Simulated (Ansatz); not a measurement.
The calculation's input:

```
crystal:
  lattice:
    - [3.1969639887, 0.0, 0.0]
    - [-1.5984819943, 2.7686520292, 0.0]
    - [0.0, 0.0, 13.3283056385]
  atoms:
    - { symbol: V, position: [0.0, 0.0, 0.5], spin: 0.61 }
    - { symbol: Mo, position: [0.0, 0.0, 0.0] }
    - { symbol: S, position: [0.6666666667, 0.3333333333, 0.390117549] }
    - { symbol: S, position: [0.6666666667, 0.3333333333, 0.8817226443] }
    - { symbol: S, position: [0.3333333333, 0.6666666667, 0.1182773557] }
    - { symbol: S, position: [0.3333333333, 0.6666666667, 0.609882451] }
basis:
  ecutwfc: 420
kpoints:
  mp_grid: { grid: [12, 12, 4] }
hamiltonian:
  xc: pbe
scf:
  occupations: { method: gaussian, width: 0.1 }
output:
  forces: true
  stress: true
  eigenvalues: true
  populations: true
  write_density: true
  write_potential: true
  elf: true
  volumetric_format: npy
magnetization:
  spin_polarized: true
relax:
  adjacent_minimum: "off"
  f_tol: 0.01
  max_steps: 80
  cell: { stress_tol: 0.05 }
```

Run with:

```sh
ansatz run input.yaml --threads 1 --pin off --max-ram 2560MiB --backend cpu --events-out ev --progress --plain --runs-dir out
```

Below, planes, directions and counts refer to the conventional cell (a = 3.19 Å, b = 3.19 Å, c = 13.58 Å, α = 90.00°, β = 90.00°, γ = 120.00°).

The fields are those of the run's last geometry, not of the input's.

Space group P-3m1; a structure generated by program, which may or may not match a known phase; the program warned that a starting moment wasn't kept; spin-polarised, but the moments vanished.

All numbers below come from Ansatz 0.2.0, DFT PBE, scalar-relativistic, plane waves, PAW.

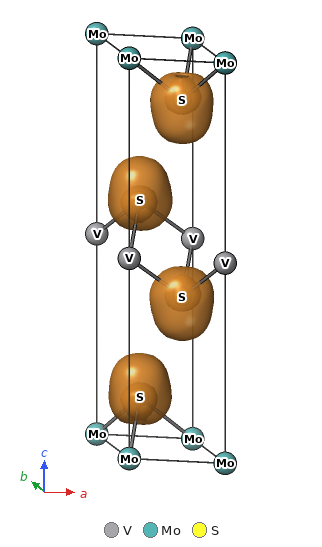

VMoS$_{4}$. Isosurface of the ELF at 0.75 (orange), seen slightly off an axis. Only the valence region is drawn (cores and ρ < 0.01 e/Å³ removed). Sticks mark near contacts.

In a PAW calculation such maps are meaningful between the atoms, not at the nuclei.

Describe the localisation domains.

Answer. The ELF exceeds this value in four regions wrapped around S (the valence shell of each), counted in one cell of 6 atoms. Any copies at cell faces, edges or corners count once. Profiles from the grid: V–S (2.35 Å): the ELF peaks at about 0.85 in the valence shell of S, 0.8 Å from its nucleus, and is about 0.50 at the midpoint. Mo–S (2.43 Å): the ELF peaks at about 0.85 in the valence shell of S, 0.8 Å from its nucleus, and is about 0.40 at the midpoint.
